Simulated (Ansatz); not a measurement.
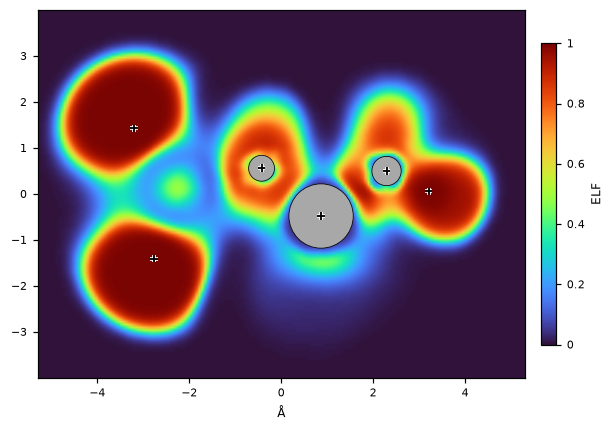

The electron localisation function on a plane through atoms (crosses mark nuclei in the plane; grey discs cover the cores).

All numbers below come from RKS PBE/def2-SVP in Ansatz 0.2.0.

Candidates:
A. CH₆BFGeS
B. SiH₄···H₂O
C. H₇NOSSiSn

**Which candidate gave the map?**

Candidate C: H₇NOSSiSn on the plane of atoms N1, Si2 and O4, which holds N, Si, O and H. Si–O (1.66 Å): the ELF peaks at about 0.85 between the atoms: a shared but strongly polarised pair. Si–N (1.73 Å): the ELF peaks at about 0.95 between the atoms, as expected for a polar covalent bond.
